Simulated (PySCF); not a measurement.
# Cu₂F (charge +1): frequency calculation

The run: frequency calculation of Cu₂F, charge +1. Method and program: RKS-based PBE0, F def2-TZVP, Cu def2-TZVP; non-relativistic Hamiltonian; density fitting (PySCF 2.14.0).

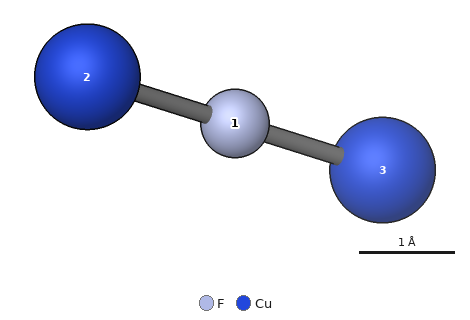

Figure 1. The structure (ball-and-stick view, seen at a tilt; atoms are numbered from 1 in the order of the input). Sticks mark near contacts. Bond lengths as drawn: Cu–F 1.87 Å.

## Input file
```python
from pyscf import gto, scf, dft
mol = gto.M(atom='''
F      0.000000    -0.000000    -0.000000
Cu    -0.000000     0.000000     1.874722
Cu     0.000000    -0.000000    -1.874722''',
    basis={'F': 'def2-TZVP', 'Cu': 'def2-TZVP'},
    charge=1, spin=0)
mf = dft.RKS(mol, xc='PBE0')
mf.grids.atom_grid = (75, 302)
aux = {'F': 'def2-universal-JKFIT', 'Cu': 'def2-universal-JKFIT'}
mf = mf.density_fit(auxbasis=aux)
mf.conv_tol = 1e-09
mf.diis_space = 10
mf.max_cycle = 60
mf.verbose = 4
mf.kernel()
```

The script is an equivalent of the set-up of the self-consistent field. The run itself was carried out by a driver, which started from the orbitals of the step before it where there was one and computed the further properties.

Command:
```bash
OMP_NUM_THREADS=2 python axn.py task.json out
```

## The program's output
```
init E= -3380.11810248807
  HOMO = -0.454230174292075  LUMO = -0.277653588728228  gap/eV = 4.80489
cycle= 1 E= -3380.11810248806  delta_E= 9.09e-12  |g|= 9.58e-06  |ddm|= 3.77e-06
  HOMO = -0.454228374601104  LUMO = -0.277653266285065  gap/eV = 4.80485
Extra cycle  E= -3380.11810248803  delta_E= 3.23e-11  |g|= 2.4e-05  |ddm|= 8.28e-06
converged SCF energy = -3380.11810248803
```

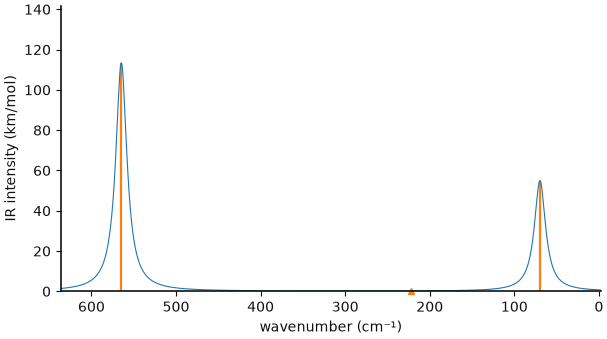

Figure 2. Harmonic infrared spectrum, unscaled: sticks (degenerate modes added up, dark ones marked on the axis) with a Lorentzian envelope of 16 cm⁻¹ full width, scaled to the tallest stick. 4 modes from 70 to 565 cm⁻¹, none imaginary. The strongest line is at 565 cm⁻¹ (113 km/mol). All modes, in cm⁻¹ (km/mol): 70 (27), 70 (27), 222 (0.0), 565 (113).

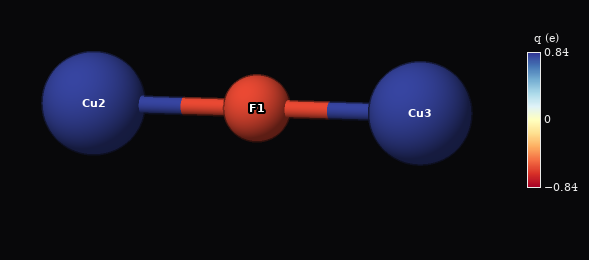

Figure 3. Mulliken charges, as the colour of each atom (ball-and-stick view, seen at an oblique angle; atoms are numbered from 1 in the order of the input). By element: F −0.61 and Cu +0.80 e.

## Summary

```json
{"quantity": "outcome", "value": "converged"}
{"quantity": "total energy", "value": "−3380.118102 hartree"}
{"quantity": "HOMO", "value": "−12.36 eV"}
{"quantity": "LUMO", "value": "−7.56 eV"}
{"quantity": "zero-point energy", "value": "0.002110 hartree"}
{"quantity": "wavenumbers, lowest and highest", "value": "70 and 565 cm⁻¹"}
{"quantity": "hardware", "value": "2 threads of Intel Xeon @ 2.50GHz (Skylake/Cascade Lake), 189 GiB of memory available, shared host"}
{"quantity": "wall time", "value": "55 s (CPU time 90 s)"}
{"quantity": "peak memory", "value": "1 GiB"}
```
